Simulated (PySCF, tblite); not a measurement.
# sulfur trioxide (SO3): dynamics, then NMR shifts and electronic excitations on frames

How do NMR shifts and electronic excitations of sulfur trioxide (SO3) (`O=S(=O)=O`) change as the atoms move?

Programs: tblite 0.8.0 and PySCF 2.14.0, with density-fitted response routines of our own. Each step states its level of theory. These are calculated values for one molecule in the gas phase, unless marked as measured. Atoms are numbered from 0 throughout.

## 1. The starting structure

4 atoms, charge 0, multiplicity 1; geometry from: GFN2-xTB.

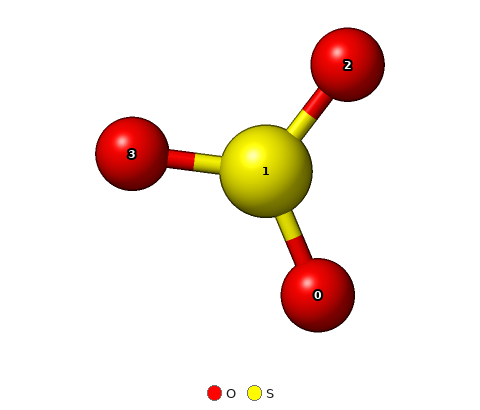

The starting geometry (oxygen red, sulfur yellow), atoms numbered.

## 2. A short Langevin run with GFN2-xTB

The job: settings as JSON, then the geometry in Å.

```
{"job": {"kind": "md", "xc": "GFN2-xTB", "basis": "xTB", "temperature": 400, "steps": 2000, "every": 50, "frames": 5}, "charge": 0, "multiplicity": 1}
O     -0.705768    -1.226910    -0.026417
S      0.002562     0.001192    -0.005706
O     -0.706729     1.228897    -0.013371
O      1.420169     0.001594     0.022639
```

Level: GFN2-xTB Langevin dynamics, gas phase.

Command:

```
$ OMP_NUM_THREADS=1 python probes_run.py task.json out
```

This one command runs all jobs of the session in turn.

What it wrote:

```text
t/fs     T/K      E/eV
    0.0   164.7   -419.06774
   25.0   149.1   -418.95584
   50.0   283.3   -419.01666
   75.0   296.5   -419.05897
  100.0   434.1   -419.03686
  125.0   482.7   -418.99975
  150.0   552.7   -419.03300
  175.0   364.7   -419.03517
  200.0   358.2   -419.00365
  225.0   461.3   -419.02929
  250.0   254.5   -418.88876
  275.0   306.6   -418.97668
  300.0   352.4   -418.95763
  325.0   326.8   -419.00711
  350.0   189.5   -419.00701
  375.0   246.5   -418.99369
  400.0   241.7   -419.00354
  425.0   193.5   -419.03643
  450.0    98.6   -419.02641
  475.0   184.4   -419.02597
  500.0   313.8   -418.96510
  525.0   197.8   -418.99185
  550.0   142.0   -419.00281
  575.0   190.8   -419.02760
  600.0   204.4   -419.01508
  625.0   239.0   -419.01714
  650.0   339.6   -418.98669
  675.0   360.9   -418.96497
  700.0   594.2   -419.01897
  725.0   258.6   -418.99190
  750.0   243.0   -419.01072
  775.0   314.7   -418.99840
  800.0   404.8   -419.00375
  825.0   469.1   -419.00219
  850.0   183.3   -418.93318
  875.0   249.4   -419.03275
  900.0   326.1   -419.02932
  925.0   391.7   -419.02623
  950.0   462.8   -418.98822
  975.0   339.9   -418.93480
 1000.0   500.8   -418.94506
```

Wall time 11 s (1 thread of Intel Xeon at 2.50GHz, shared host); peak memory 0.18 GiB.

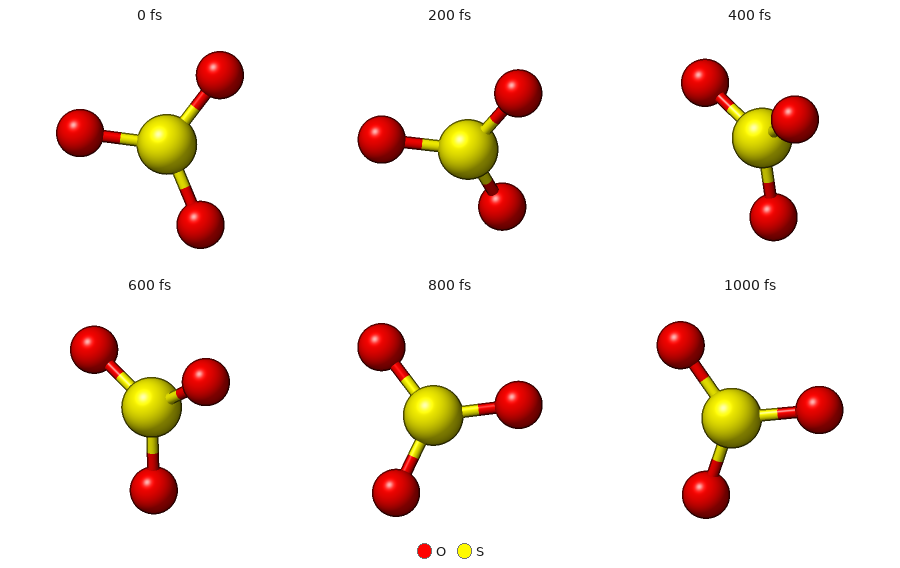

Frames of the run.

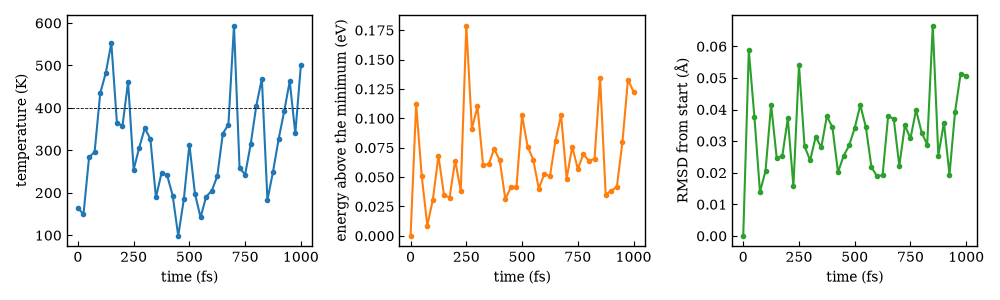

Temperature, potential energy and distance from the start.

Positions (Å) and forces (eV/Å) at 1000 fs:

```xyz
4

O    -0.048   -2.040    0.732    0.629   -0.089   -0.141
S    -0.300   -0.712    0.315   -1.749    1.690    0.378
O    -1.690   -0.373    0.047    1.841   -0.252    0.008
O     0.671    0.354    0.390   -0.722   -1.349   -0.245
```

## 3. Nuclear shieldings: 250 fs, PBE0/pcSseg-1

The job: settings as JSON, then the geometry in Å.

```
{"job": {"kind": "nmr", "xc": "PBE0", "basis": "pcSseg-1", "pop": false}, "charge": 0, "multiplicity": 1}
O     -1.259400    -0.822400     0.997600
S     -0.557600     0.224300     0.303400
O     -1.302000     0.982400    -0.647000
O      0.916200     0.322900     0.460300
```

Level: GIAO PBE0/pcSseg-1 NMR shielding, non-relativistic, gas phase.

What it wrote:

```text
coarse grid: 4888 points
cycle   1  E = -623.0429680134  dE =  1.353e+00  |g| = 1.176e+00  |ddm| = 2.486e+00
cycle   2  E = -622.5515429996  dE =  4.914e-01  |g| = 2.053e+00  |ddm| = 2.058e+00
cycle   3  E = -623.2983608970  dE = -7.468e-01  |g| = 9.618e-02  |ddm| = 1.336e+00
cycle   4  E = -623.2956393019  dE =  2.722e-03  |g| = 1.534e-01  |ddm| = 1.401e-01
cycle   5  E = -623.3001136637  dE = -4.474e-03  |g| = 9.385e-03  |ddm| = 8.757e-02
cycle   6  E = -623.3001250326  dE = -1.137e-05  |g| = 6.020e-03  |ddm| = 9.404e-03
cycle   7  E = -623.3001313578  dE = -6.325e-06  |g| = 1.624e-03  |ddm| = 4.191e-03
final grid: 45376 points
cycle   8  E = -623.3568761383  dE = -1.069e-05  |g| = 8.179e-03  |ddm| = 1.256e-02
cycle   9  E = -623.3568592484  dE =  1.689e-05  |g| = 1.256e-02  |ddm| = 1.040e-02
cycle  10  E = -623.3568849850  dE = -2.574e-05  |g| = 3.030e-03  |ddm| = 8.005e-03
cycle  11  E = -623.3568865740  dE = -1.589e-06  |g| = 8.243e-04  |ddm| = 1.989e-03
cycle  12  E = -623.3568866977  dE = -1.237e-07  |g| = 4.842e-05  |ddm| = 5.513e-04
cycle  13  E = -623.3568866978  dE = -1.107e-10  |g| = 4.166e-05  |ddm| = 4.384e-05
cycle  14  E = -623.3568866981  dE = -2.995e-10  |g| = 1.404e-05  |ddm| = 3.109e-05
converged SCF energy = -623.3568866981

GIAO shielding tensors (ppm)
atom      isotropic    diamagn.    paramagn.     s11        s22        s33       span
  0 O      -60.718     395.898    -456.616   -168.614    -57.773     44.234    212.848
  1 S       34.574    1055.085   -1020.511     20.569     26.146     57.007     36.438
  2 O      -42.565     396.128    -438.693   -161.267    -31.380     64.952    226.219
  3 O      -85.312     397.532    -482.844   -219.729   -107.709     71.503    291.231
```

It took 7.7 s on 1 thread of Intel Xeon at 2.50GHz, shared host; peak memory 0.32 GiB.

The references, computed at this level on geometries of the same kind, shield at (ppm): 17O H2O 336.1, 33S CS2 504. Their shielding less the atom's gives the shift. The references are single molecules in the gas phase, so shifts against H2O, NH3, PH3, H3PO4 or CFCl3 are not on the usual liquid scales and can be off by tens of ppm. Each atom is listed at this fixed geometry, with no averaging over motion; a spectrum would average atoms that exchange fast.

```tsv
atoms	environment	σ (ppm)	δ (ppm)
O3	S=O oxygen	-85.3	421.4
O0	S=O oxygen	-60.7	396.8
O2	S=O oxygen	-42.6	378.6
S1	sulfur bonded to 3 O	35	469
```

The fields below are evaluated on a grid from the run's orbitals.

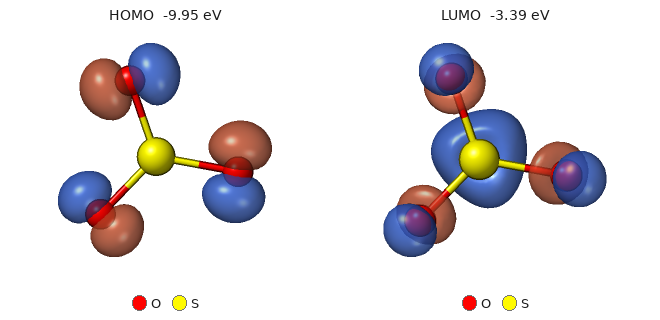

Frontier orbitals at PBE0/pcSseg-1; each surface holds 70 % of the orbital's density, blue and red mark the sign.

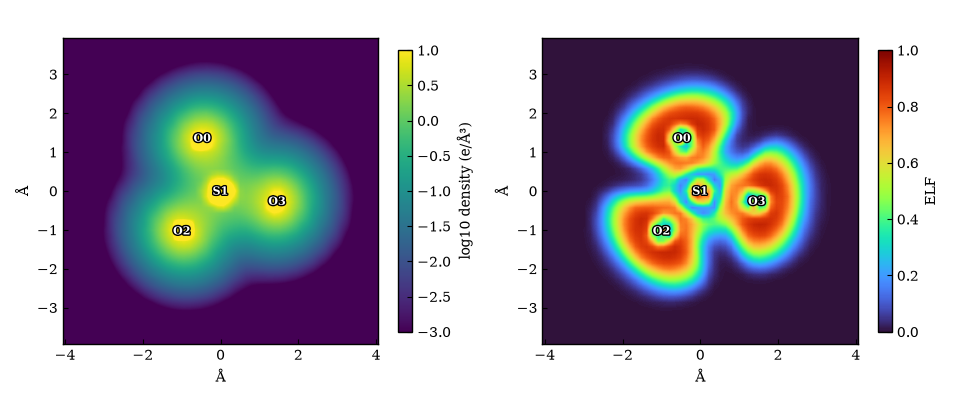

Density (left) and ELF (right) in a plane through or near 4 of the atoms.

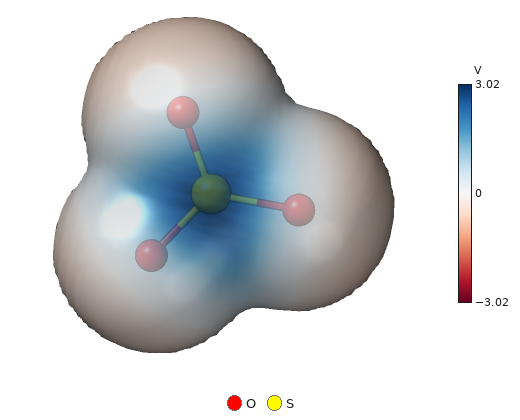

Electrostatic potential on the surface of density 0.002 e/bohr³; red is low, blue high. It runs from -0.60 V near O0 to 3.02 V near S1.

## 4. Ultraviolet spectrum: 250 fs, PBE0/def2-SVPD

The job: settings as JSON, then the geometry in Å.

```
{"job": {"kind": "uv", "xc": "PBE0", "basis": "def2-SVPD", "nstates": 5, "ntriplets": 0}, "charge": 0, "multiplicity": 1}
O     -1.259400    -0.822400     0.997600
S     -0.557600     0.224300     0.303400
O     -1.302000     0.982400    -0.647000
O      0.916200     0.322900     0.460300
```

Method: TDDFT PBE0/def2-SVPD, vertical, gas phase, core orbitals frozen in the response.

What it wrote:

```text
coarse grid: 4888 points
cycle   1  E = -622.7900288627  dE =  1.327e+00  |g| = 1.110e+00  |ddm| = 2.739e+00
cycle   2  E = -622.2968440194  dE =  4.932e-01  |g| = 1.976e+00  |ddm| = 2.525e+00
cycle   3  E = -623.0324940998  dE = -7.357e-01  |g| = 8.759e-02  |ddm| = 1.648e+00
cycle   4  E = -623.0299120614  dE =  2.582e-03  |g| = 1.435e-01  |ddm| = 1.662e-01
cycle   5  E = -623.0340501061  dE = -4.138e-03  |g| = 6.229e-03  |ddm| = 1.030e-01
cycle   6  E = -623.0340528964  dE = -2.790e-06  |g| = 5.394e-03  |ddm| = 8.274e-03
cycle   7  E = -623.0340585240  dE = -5.628e-06  |g| = 9.134e-04  |ddm| = 4.394e-03
final grid: 45376 points
cycle   8  E = -623.1166198324  dE = -1.281e-05  |g| = 6.049e-03  |ddm| = 2.445e-02
cycle   9  E = -623.1166140252  dE =  5.807e-06  |g| = 8.299e-03  |ddm| = 9.960e-03
cycle  10  E = -623.1166258081  dE = -1.178e-05  |g| = 2.017e-03  |ddm| = 6.757e-03
cycle  11  E = -623.1166265684  dE = -7.603e-07  |g| = 6.286e-04  |ddm| = 1.870e-03
cycle  12  E = -623.1166266451  dE = -7.673e-08  |g| = 7.892e-05  |ddm| = 5.373e-04
cycle  13  E = -623.1166266463  dE = -1.237e-09  |g| = 1.210e-05  |ddm| = 6.061e-05
cycle  14  E = -623.1166266463  dE =  5.082e-11  |g| = 2.043e-05  |ddm| = 2.455e-05
converged SCF energy = -623.1166266463

Static polarisability (au): isotropic 29.143, principal 20.749 32.327 34.354

Singlet excitations
state   eV       nm        f      main configurations
  1   4.4034    281.6   0.00003   H->L 0.99
  2   5.8264    212.8   0.00005   H->L+1 0.98
  3   6.0567    204.7   0.00611   H-1->L 0.74, H-4->L 0.11, H-1->L+1 0.09
  4   6.2080    199.7   0.00100   H-2->L 0.51, H-3->L 0.42
  5   6.5940    188.0   0.01573   H-3->L 0.46, H-2->L 0.24, H-2->L+1 0.11
```

It took 11 s on 1 thread of Intel Xeon at 2.50GHz, shared host; peak memory 0.39 GiB.

Frontier orbitals and where they lie:

```tsv
orbital	eV	atoms
HOMO−3	-12.13	O3 40 %, O0 23 %, O2 22 %
HOMO−2	-11.67	O2 54 %, O0 21 %, S1 13 %
HOMO−1	-11.41	O3 51 %, O0 36 %, S1 12 %
HOMO	-10.16	O3 36 %, O0 36 %, O2 27 %
LUMO	-3.64	S1 37 %, O3 22 %, O2 21 %
LUMO+1	-2.27	S1 41 %, O3 21 %, O2 19 %
LUMO+2	1.14	S1 69 %, O2 12 %, O3 10 %
```

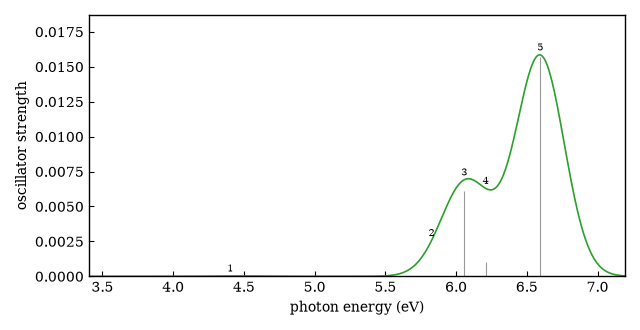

Absorption spectrum from the 5 singlet states computed; above the last one it falls off for lack of states. Lines are broadened to a width of 0.40 eV (Gaussian).

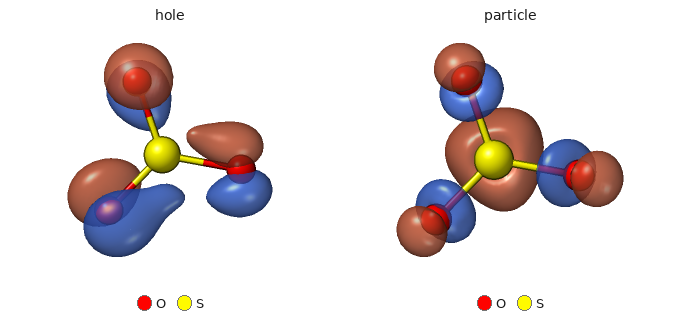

Leading natural transition orbitals of singlet state 5: the electron leaves the hole (left) for the particle orbital (right).

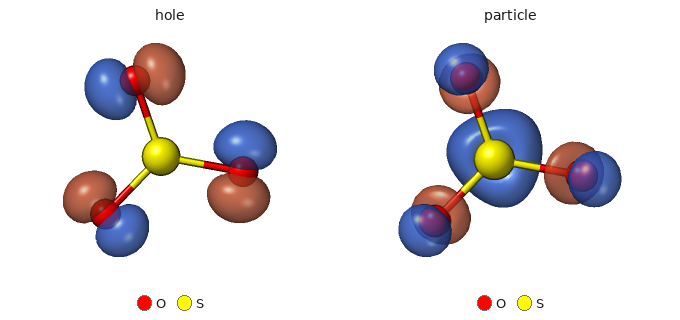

Leading natural transition orbitals of singlet state 1: the electron leaves the hole (left) for the particle orbital (right).

Further results of this job:

```tsv
property	computed
dipole moment (D)	0.33
polarisability (Å³)	4.32
HOMO–LUMO gap (eV)	6.53
−ε(HOMO) (eV)	10.16
```

## 5. Nuclear shieldings: 425 fs, PBE0/pcSseg-1

The job: settings as JSON, then the geometry in Å.

```
{"job": {"kind": "nmr", "xc": "PBE0", "basis": "pcSseg-1", "pop": false}, "charge": 0, "multiplicity": 1}
O     -0.939500    -1.032800     0.802300
S     -0.614000     0.267700     0.319100
O     -1.157700     0.799100    -0.859500
O      0.344700     1.023800     1.074700
```

With the program's defaults for keys left out, this is: GIAO PBE0/pcSseg-1 NMR shielding, non-relativistic, gas phase.

What it wrote:

```text
coarse grid: 4888 points
cycle   1  E = -623.0545635413  dE =  1.506e+00  |g| = 1.167e+00  |ddm| = 2.518e+00
cycle   2  E = -622.6443207383  dE =  4.102e-01  |g| = 1.942e+00  |ddm| = 1.959e+00
cycle   3  E = -623.2996246235  dE = -6.553e-01  |g| = 8.047e-02  |ddm| = 1.262e+00
cycle   4  E = -623.2981762796  dE =  1.448e-03  |g| = 1.201e-01  |ddm| = 1.121e-01
cycle   5  E = -623.3008457088  dE = -2.669e-03  |g| = 8.118e-03  |ddm| = 6.761e-02
cycle   6  E = -623.3008579219  dE = -1.221e-05  |g| = 2.393e-03  |ddm| = 7.757e-03
cycle   7  E = -623.3008582815  dE = -3.597e-07  |g| = 1.938e-03  |ddm| = 2.309e-03
final grid: 45376 points
cycle   8  E = -623.3578731052  dE = -9.104e-06  |g| = 8.335e-03  |ddm| = 1.242e-02
cycle   9  E = -623.3578530988  dE =  2.001e-05  |g| = 1.333e-02  |ddm| = 1.099e-02
cycle  10  E = -623.3578826189  dE = -2.952e-05  |g| = 2.954e-03  |ddm| = 8.338e-03
cycle  11  E = -623.3578841230  dE = -1.504e-06  |g| = 7.202e-04  |ddm| = 1.873e-03
cycle  12  E = -623.3578842150  dE = -9.203e-08  |g| = 4.209e-05  |ddm| = 4.976e-04
cycle  13  E = -623.3578842152  dE = -2.050e-10  |g| = 2.589e-05  |ddm| = 3.296e-05
converged SCF energy = -623.3578842152

GIAO shielding tensors (ppm)
atom      isotropic    diamagn.    paramagn.     s11        s22        s33       span
  0 O       -0.028     396.569    -396.597   -100.349     11.031     89.235    189.583
  1 S       77.534    1056.615    -979.080     62.475     76.485     93.642     31.167
  2 O       18.760     396.391    -377.631    -87.108     40.202    103.185    190.293
  3 O      -10.950     396.743    -407.693   -103.098     -3.484     73.732    176.830
```

Wall time 6.2 s (1 thread of Intel Xeon at 2.50GHz, shared host); peak memory 0.39 GiB.

In short: δ O3 347.0, O0 336.1, O2 317.3, S1 426 ppm.

## 6. TDDFT and polarisability: 425 fs, PBE0/def2-SVPD

The job: settings as JSON, then the geometry in Å.

```
{"job": {"kind": "uv", "xc": "PBE0", "basis": "def2-SVPD", "nstates": 5, "ntriplets": 0}, "charge": 0, "multiplicity": 1}
O     -0.939500    -1.032800     0.802300
S     -0.614000     0.267700     0.319100
O     -1.157700     0.799100    -0.859500
O      0.344700     1.023800     1.074700
```

Level: TDDFT PBE0/def2-SVPD, vertical, gas phase, core orbitals frozen in the response.

What it wrote:

```text
coarse grid: 4888 points
cycle   1  E = -622.8012790324  dE =  1.481e+00  |g| = 1.100e+00  |ddm| = 2.775e+00
cycle   2  E = -622.3896623889  dE =  4.116e-01  |g| = 1.865e+00  |ddm| = 2.449e+00
cycle   3  E = -623.0337163962  dE = -6.441e-01  |g| = 7.486e-02  |ddm| = 1.583e+00
cycle   4  E = -623.0322308241  dE =  1.486e-03  |g| = 1.154e-01  |ddm| = 1.384e-01
cycle   5  E = -623.0348523474  dE = -2.622e-03  |g| = 3.443e-03  |ddm| = 8.247e-02
cycle   6  E = -623.0348536843  dE = -1.337e-06  |g| = 2.753e-03  |ddm| = 5.256e-03
final grid: 45376 points
cycle   7  E = -623.1177195377  dE = -5.810e-06  |g| = 9.038e-03  |ddm| = 2.564e-02
cycle   8  E = -623.1176782702  dE =  4.127e-05  |g| = 1.715e-02  |ddm| = 1.846e-02
cycle   9  E = -623.1177337375  dE = -5.547e-05  |g| = 2.670e-03  |ddm| = 1.342e-02
cycle  10  E = -623.1177350555  dE = -1.318e-06  |g| = 6.273e-04  |ddm| = 2.158e-03
cycle  11  E = -623.1177351311  dE = -7.557e-08  |g| = 5.989e-05  |ddm| = 5.949e-04
cycle  12  E = -623.1177351315  dE = -4.778e-10  |g| = 3.487e-05  |ddm| = 5.838e-05
cycle  13  E = -623.1177351318  dE = -2.194e-10  |g| = 1.257e-05  |ddm| = 3.368e-05
converged SCF energy = -623.1177351318

Static polarisability (au): isotropic 27.897, principal 20.215 31.644 31.830

Singlet excitations
state   eV       nm        f      main configurations
  1   5.1760    239.5   0.00000   H->L 0.95
  2   5.6690    218.7   0.00007   H->L+1 0.95
  3   6.8487    181.0   0.00107   H-1->L+1 0.59, H-1->L 0.38
  4   7.1802    172.7   0.00070   H-2->L+1 0.48, H-2->L 0.39, H-3->L 0.09
  5   7.3686    168.3   0.00053   H-3->L 0.61, H-4->L 0.20, H-1->L+1 0.10
```

Wall time 8.5 s (1 thread of Intel Xeon at 2.50GHz, shared host); peak memory 0.39 GiB.

Key values: HOMO -10.13 eV, LUMO -2.78 eV; lowest singlet 5.18 eV.

## 7. Shielding tensors: 625 fs, PBE0/pcSseg-1

The job: settings as JSON, then the geometry in Å.

```
{"job": {"kind": "nmr", "xc": "PBE0", "basis": "pcSseg-1", "pop": false}, "charge": 0, "multiplicity": 1}
O     -0.644200    -1.647300     0.655900
S     -0.442600    -0.264400     0.315000
O     -1.285700     0.337400    -0.624800
O      0.643600     0.454500     0.944000
```

Method: GIAO PBE0/pcSseg-1 NMR shielding, non-relativistic, gas phase.

What it wrote:

```text
coarse grid: 4888 points
cycle   1  E = -623.0534667932  dE =  1.469e+00  |g| = 1.169e+00  |ddm| = 2.510e+00
cycle   2  E = -622.6265875572  dE =  4.269e-01  |g| = 1.965e+00  |ddm| = 1.979e+00
cycle   3  E = -623.3003276571  dE = -6.737e-01  |g| = 8.691e-02  |ddm| = 1.278e+00
cycle   4  E = -623.2988336652  dE =  1.494e-03  |g| = 1.255e-01  |ddm| = 1.177e-01
cycle   5  E = -623.3017466526  dE = -2.913e-03  |g| = 7.613e-03  |ddm| = 6.987e-02
cycle   6  E = -623.3017581364  dE = -1.148e-05  |g| = 1.365e-03  |ddm| = 7.355e-03
cycle   7  E = -623.3017581852  dE = -4.885e-08  |g| = 1.236e-03  |ddm| = 1.327e-03
final grid: 45376 points
cycle   8  E = -623.3583985229  dE = -1.130e-05  |g| = 7.412e-03  |ddm| = 1.212e-02
cycle   9  E = -623.3583864336  dE =  1.209e-05  |g| = 1.095e-02  |ddm| = 9.188e-03
cycle  10  E = -623.3584056761  dE = -1.924e-05  |g| = 2.812e-03  |ddm| = 7.009e-03
cycle  11  E = -623.3584070509  dE = -1.375e-06  |g| = 7.265e-04  |ddm| = 1.845e-03
cycle  12  E = -623.3584071458  dE = -9.484e-08  |g| = 4.418e-05  |ddm| = 4.910e-04
cycle  13  E = -623.3584071460  dE = -2.767e-10  |g| = 2.153e-05  |ddm| = 3.273e-05
converged SCF energy = -623.3584071460

GIAO shielding tensors (ppm)
atom      isotropic    diamagn.    paramagn.     s11        s22        s33       span
  0 O      -20.021     395.824    -415.846   -118.980    -10.438     69.353    188.333
  1 S       68.394    1056.144    -987.750     54.585     69.276     81.321     26.736
  2 O        9.905     396.521    -386.616    -94.090     37.567     86.238    180.328
  3 O      -20.376     397.179    -417.556   -128.218    -17.364     84.453    212.672
```

Wall time 6.4 s (1 thread of Intel Xeon at 2.50GHz, shared host); peak memory 0.39 GiB.

This run: δ O3 356.5, O0 356.1, O2 326.2, S1 435 ppm.

## 8. Ultraviolet spectrum: 625 fs, PBE0/def2-SVPD

The job: settings as JSON, then the geometry in Å.

```
{"job": {"kind": "uv", "xc": "PBE0", "basis": "def2-SVPD", "nstates": 5, "ntriplets": 0}, "charge": 0, "multiplicity": 1}
O     -0.644200    -1.647300     0.655900
S     -0.442600    -0.264400     0.315000
O     -1.285700     0.337400    -0.624800
O      0.643600     0.454500     0.944000
```

Level: TDDFT PBE0/def2-SVPD, vertical, gas phase, core orbitals frozen in the response.

What it wrote:

```text
coarse grid: 4888 points
cycle   1  E = -622.8003968220  dE =  1.443e+00  |g| = 1.101e+00  |ddm| = 2.766e+00
cycle   2  E = -622.3724827062  dE =  4.279e-01  |g| = 1.887e+00  |ddm| = 2.462e+00
cycle   3  E = -623.0345198099  dE = -6.620e-01  |g| = 8.044e-02  |ddm| = 1.596e+00
cycle   4  E = -623.0330241314  dE =  1.496e-03  |g| = 1.192e-01  |ddm| = 1.444e-01
cycle   5  E = -623.0358218791  dE = -2.798e-03  |g| = 2.871e-03  |ddm| = 8.492e-02
cycle   6  E = -623.0358236257  dE = -1.747e-06  |g| = 1.250e-03  |ddm| = 4.397e-03
final grid: 45376 points
cycle   7  E = -623.1182283781  dE = -1.277e-05  |g| = 6.666e-03  |ddm| = 2.550e-02
cycle   8  E = -623.1182198564  dE =  8.522e-06  |g| = 9.532e-03  |ddm| = 1.123e-02
cycle   9  E = -623.1182354326  dE = -1.558e-05  |g| = 2.486e-03  |ddm| = 7.860e-03
cycle  10  E = -623.1182366003  dE = -1.168e-06  |g| = 6.707e-04  |ddm| = 2.168e-03
cycle  11  E = -623.1182366877  dE = -8.748e-08  |g| = 6.557e-05  |ddm| = 5.905e-04
cycle  12  E = -623.1182366886  dE = -8.492e-10  |g| = 8.287e-06  |ddm| = 5.056e-05
converged SCF energy = -623.1182366886

Static polarisability (au): isotropic 28.176, principal 20.331 31.661 32.535

Singlet excitations
state   eV       nm        f      main configurations
  1   5.1342    241.5   0.00000   H->L 0.98
  2   5.5818    222.1   0.00010   H->L+1 0.97
  3   6.7794    182.9   0.00031   H-1->L+1 0.83, H-1->L 0.15
  4   7.0986    174.7   0.00046   H-2->L+1 0.70, H-2->L 0.15, H-3->L 0.13
  5   7.2472    171.1   0.00028   H-3->L 0.83, H-2->L+1 0.14
```

Run time: 8.4 s. Hardware: 1 thread of Intel Xeon at 2.50GHz, shared host; peak memory 0.39 GiB.

This run: HOMO -10.15 eV, LUMO -2.82 eV; lowest singlet 5.13 eV.

(Part 1 of 2 ends here.)
